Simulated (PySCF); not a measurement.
# C2H9PSi2 (SMILES C=C[SiH]([SiH3])P) at 4 levels

Aim: a comparison of 4 runs (HF/cc-pVDZ, B3LYP/6-31G*, B3LYP/6-31+G*, MP2/3-21G) of C2H9PSi2. The job is set up through a Python script.

Program for the calculation: PySCF 2.14.0.

### Step 1. Starting point

C2H9PSi2 has 14 atoms, charge 0, and is taken as a singlet. As SMILES, `C=C[SiH]([SiH3])P`. The coordinates come from a GFN2-xTB relaxation. This is one conformer, not always the lowest.

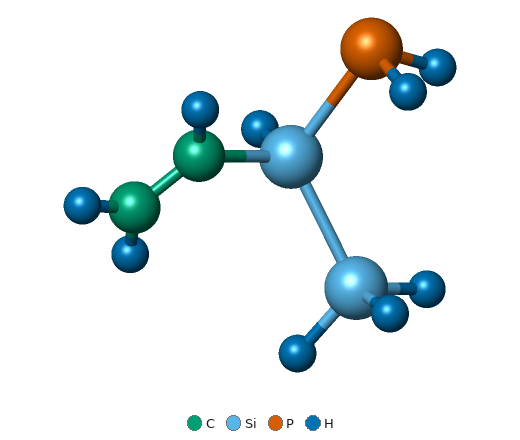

Viewed from a chosen angle; carbon teal, silicon blue, phosphorus orange, hydrogen blue.

### Step 2. Energy and gradient at HF/cc-pVDZ (run 1)

run.py reads:

```python
# C=C[SiH]([SiH3])P
import pyscf.grad
from pyscf import gto, scf

mol = gto.M(
    atom='''
C       -1.153700       2.116440       0.611280
C       -1.315030       0.806100       0.527330
Si       0.106780      -0.441000       0.589720
Si       1.709140      -0.029920      -1.057500
P       -0.924510      -2.442140       0.495460
H       -1.979810       2.810640       0.575200
H       -0.176460       2.556940       0.728790
H       -2.319550       0.413990       0.409560
H        0.674190      -0.408120       1.954560
H        2.285080       1.309140      -0.919590
H        1.152380      -0.120600      -2.411570
H        2.820800      -0.984530      -0.998510
H        0.244010      -3.166690       0.367850
H       -1.123310      -2.420230      -0.872580
''',
    basis='cc-pvdz',
    max_memory=1860,
    verbose=3,
    charge=0,
    spin=0,
)

hf = scf.RHF(mol)
hf.conv_tol = 1e-10
hf.kernel()
if not hf.converged:
    hf = hf.newton().run(hf.mo_coeff, hf.mo_occ)

e_final = hf.e_tot
print(f'total energy: {e_final:.8f} hartree')
grad = hf.Gradients().kernel()
hf.analyze()
```

Command:

```
$ OMP_NUM_THREADS=1 python run.py
```

Output:

```text
converged SCF energy = -999.553629984213
[... 16 lines left out ...]
MO #7   energy= -6.13416363812017  occ= 2
[... 14 lines left out ...]
MO #22  energy= -0.667241550436068 occ= 2
[... 14 lines left out ...]
MO #37  energy= 0.168626378063746  occ= 0
[... 14 lines left out ...]
MO #52  energy= 0.472645405680916  occ= 0
[... 14 lines left out ...]
MO #67  energy= 0.72854390948083   occ= 0
[... 14 lines left out ...]
MO #82  energy= 1.08198503449176   occ= 0
[... 14 lines left out ...]
MO #97  energy= 1.62752335949678   occ= 0
[... 14 lines left out ...]
MO #112 energy= 1.99880312066972   occ= 0
[... 14 lines left out ...]
MO #127 energy= 3.18680805373651   occ= 0
[... 15 lines left out ...]
Dipole moment(X, Y, Z, Debye):  0.16073,  0.86477, -0.44480
```

Wall time 92 s (1 thread of AMD EPYC (Zen 3), shared host); peak memory 0.36 GiB.

### Step 3. Energy and forces at B3LYP/6-31G(d) (Cartesian functions) (run 2)

job.py reads:

```python
from pyscf import gto, dft

system = gto.M(
    atom='''
C       -1.153700       2.116440       0.611280
C       -1.315030       0.806100       0.527330
Si       0.106780      -0.441000       0.589720
Si       1.709140      -0.029920      -1.057500
P       -0.924510      -2.442140       0.495460
H       -1.979810       2.810640       0.575200
H       -0.176460       2.556940       0.728790
H       -2.319550       0.413990       0.409560
H        0.674190      -0.408120       1.954560
H        2.285080       1.309140      -0.919590
H        1.152380      -0.120600      -2.411570
H        2.820800      -0.984530      -0.998510
H        0.244010      -3.166690       0.367850
H       -1.123310      -2.420230      -0.872580
''',
    max_memory=1860,
    verbose=4,
    cart=True,
    basis='6-31g*',
    spin=0,
)

calc0 = dft.RKS(system)
calc0.xc = 'b3lyp'
calc0.conv_tol = 1e-10
calc0.grids.level = 5
calc0.kernel()
if not calc0.converged:
    calc0 = calc0.newton().run(calc0.mo_coeff, calc0.mo_occ)

etot = calc0.e_tot
print('Final energy', etot)
grad = calc0.nuc_grad_method().kernel()
calc0.analyze()
```

Command:

```
$ OMP_NUM_THREADS=1 python job.py
```

Output:

```text
PySCF version 2.14.0

[... 83 lines left out ...]
converged SCF energy = -1001.93841871495
[... 28 lines left out ...]
MO #7   energy= -5.28285024449048  occ= 2
[... 13 lines left out ...]
MO #21  energy= -0.553736560248863 occ= 2
[... 13 lines left out ...]
MO #35  energy= 0.0134292625550554 occ= 0
[... 13 lines left out ...]
MO #49  energy= 0.255286081285356  occ= 0
[... 13 lines left out ...]
MO #63  energy= 0.614276992270447  occ= 0
[... 13 lines left out ...]
MO #77  energy= 0.887422424426944  occ= 0
[... 13 lines left out ...]
MO #91  energy= 1.46857135745511   occ= 0
[... 13 lines left out ...]
MO #105 energy= 4.28407786962364   occ= 0
[... 122 lines left out ...]
Dipole moment(X, Y, Z, Debye):  0.17401,  0.78833, -0.53469
```

It took 2.5 min on 1 thread of AMD EPYC (Zen 3), shared host; peak memory 1.1 GiB.

Run 3 isn't shown in full; the table further down has it.

### Step 4. Energy and forces at MP2/3-21G (run 4)

calc.py reads:

```python
from pyscf import gto, mp

mol = gto.M(
    atom='''
C     -1.153700     2.116440     0.611280
C     -1.315030     0.806100     0.527330
Si     0.106780    -0.441000     0.589720
Si     1.709140    -0.029920    -1.057500
P     -0.924510    -2.442140     0.495460
H     -1.979810     2.810640     0.575200
H     -0.176460     2.556940     0.728790
H     -2.319550     0.413990     0.409560
H      0.674190    -0.408120     1.954560
H      2.285080     1.309140    -0.919590
H      1.152380    -0.120600    -2.411570
H      2.820800    -0.984530    -0.998510
H      0.244010    -3.166690     0.367850
H     -1.123310    -2.420230    -0.872580
''',
    charge=0,
    verbose=4,
    max_memory=1860,
    basis='3-21g',
)

hf = mol.RHF()
hf.conv_tol = 1e-10
hf.kernel()
if not hf.converged:
    hf = hf.newton().run(hf.mo_coeff, hf.mo_occ)

pt = mp.MP2(hf, frozen=17).run()
etot = pt.e_tot
print('Final energy', etot)
grad = pt.nuc_grad_method().kernel()
dip = hf.dip_moment()
pop, q = hf.mulliken_pop()
```

Command:

```
$ OMP_NUM_THREADS=1 python calc.py
```

Output:

```text
PySCF version 2.14.0

[... 68 lines left out ...]
converged SCF energy = -994.279118488932
[... 8 lines left out ...]
Final energy -994.6277722087324
[... 8 lines left out ...]
Dipole moment(X, Y, Z, Debye):  0.59143,  1.23097, -0.78274
[... 90 lines left out ...]
charge of   13H =     -0.03571
```

It took 27 s on 1 thread of AMD EPYC (Zen 3), shared host; peak memory 0.33 GiB.

### Step 5. The series

| run | level | Cartesian functions | integration grid | energy (Eh) | dipole moment (D) of the reference | HOMO energy (eV) | LUMO energy (eV) | wall time |
| --- | --- | --- | --- | --- | --- | --- | --- | --- |
| 1 | HF/cc-pVDZ | no | – | -999.553630 | 0.99 | -9.60 | 3.18 | 92 s |
| 2 | B3LYP/6-31G* (Cartesian functions) | yes | 5 | -1001.938419 | 0.97 | -6.92 | -0.49 | 2.5 min |
| 3 | B3LYP/6-31+G* (spherical functions) | no | 5 | -1001.938528 | 0.88 | -7.06 | -0.89 | 3.3 min |
| 4 | MP2/3-21G | no | – | -994.627772 | 1.57 | -9.58 | 3.03 | 27 s |

### Step 6. What came out

```
                                           quantity          value
                                run 4: total energy  -994.62777 Eh
        run 4: dipole moment (Hartree–Fock density)         1.57 D
         run 4: HOMO energy (Hartree–Fock orbitals)       -9.58 eV
         run 4: LUMO energy (Hartree–Fock orbitals)        3.03 eV
       run 4: HOMO–LUMO gap (Hartree–Fock orbitals)       12.62 eV
run 4: correlation energy (17 core orbitals frozen)     -348.7 mEh
                    run 4: largest force on an atom     1.466 eV/Å
```

In words: Over runs 1, 2, 3 the dipole moment (its size) runs from 0.88 D (B3LYP/6-31+G*) to 0.99 D (HF/cc-pVDZ). The two ends differ in method and basis. Over runs 1, 2, 3 the HOMO–LUMO gap runs from 6.17 eV (B3LYP/6-31+G*) to 12.77 eV (HF/cc-pVDZ). All runs together took 7.8 min, the longest 3.3 min.
